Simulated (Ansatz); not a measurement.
Mg: response to strain

The reference is Mg in the hcp (Mg type) structure (space group P6_3/mmc, No. 194; a = 3.1751 Å, c = 5.1628 Å; relaxed with 0.1 eV smearing).

Strains are applied to the cell and any free atomic positions relax.

Level of theory: Ansatz (a quantum-chemistry and plane-wave program), PBEsol, PAW, cutoff 420 eV, scalar-relativistic without spin-orbit coupling.

Notes on the quantities. energy relative to the base: free energy F.

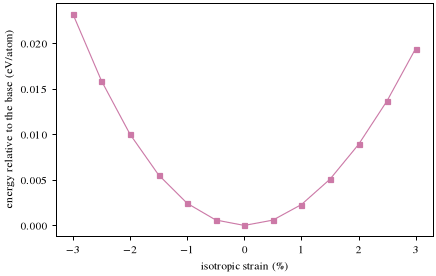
Fig. 1. Energy relative to the base against isotropic strain

```csv
isotropic strain (%),energy relative to the base
-3,+23 meV/atom
-2.5,+16 meV/atom
-2,+10 meV/atom
-1.5,+5.5 meV/atom
-1,+2.4 meV/atom
-0.5,+0.6 meV/atom
0.5,+0.6 meV/atom
1,+2.3 meV/atom
1.5,+5.1 meV/atom
2,+8.9 meV/atom
2.5,+14 meV/atom
3,+19 meV/atom
```

Whether these cells are dynamically stable was not tested.
